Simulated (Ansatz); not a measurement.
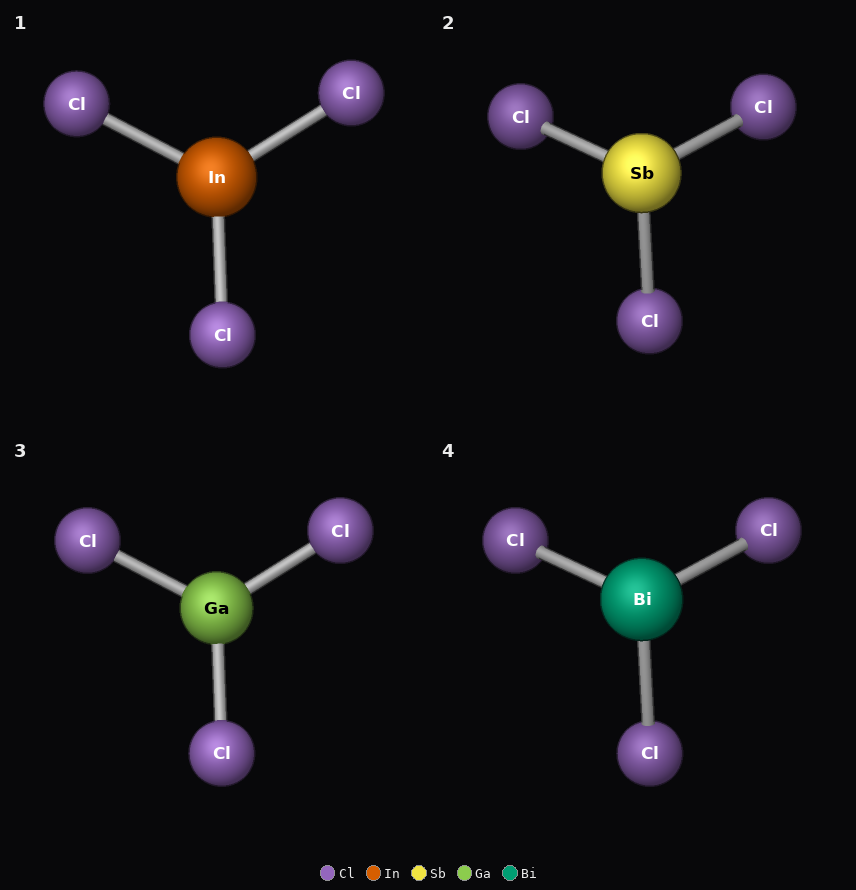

4 molecules with one skeleton, seen from the same side and at one scale. Each species is neutral and a spin singlet. Computed geometries: PBE0-D4/def2-TZVP optimisations, one conformation each. Properties computed with Ansatz 0.2.0. Elements past Kr carry core potentials.

One atom differs, called X below: In in panel 1, Sb in panel 2, Ga in panel 3, Bi in panel 4. Their formulas are InCl3 (`[Cl][In]([Cl])[Cl]`), SbCl3 (`[Cl][Sb]([Cl])[Cl]`), GaCl3 (`[Cl][Ga]([Cl])[Cl]`), BiCl3 (`[Cl][Bi]([Cl])[Cl]`).

**Rank them by the mean length of X–Cl, lowest first (PBE0-D4/def2-TZVP).**

3 (Ga), 1 (In), 2 (Sb), 4 (Bi).

**Rank them by the HOMO–LUMO gap, lowest first (ωB97M-V/def2-TZVPP).**

4 (Bi), 2 (Sb), 1 (In), 3 (Ga).

Give the values. With PBE0-D4/def2-TZVP: mean length of X–Cl (Å), mean angle Cl–X–Cl (°). With ωB97M-V/def2-TZVPP: HOMO energy (Kohn–Sham orbital) (eV), HOMO–LUMO gap (eV), dipole moment (D).

```json
{"quantity": "mean length of X–Cl (Å)", "1 (In)": "2.293", "2 (Sb)": "2.334", "3 (Ga)": "2.112", "4 (Bi)": "2.424"}
{"quantity": "mean angle Cl–X–Cl (°)", "1 (In)": "120.0", "2 (Sb)": "97.6", "3 (Ga)": "120.0", "4 (Bi)": "98.0"}
{"quantity": "HOMO energy (Kohn–Sham orbital) (eV)", "1 (In)": "−11.74", "2 (Sb)": "−10.57", "3 (Ga)": "−11.73", "4 (Bi)": "−10.79"}
{"quantity": "HOMO–LUMO gap (eV)", "1 (In)": "10.83", "2 (Sb)": "10.52", "3 (Ga)": "11.76", "4 (Bi)": "10.47"}
{"quantity": "dipole moment (D)", "1 (In)": "0.00", "2 (Sb)": "2.67", "3 (Ga)": "0.00", "4 (Bi)": "3.96"}
```
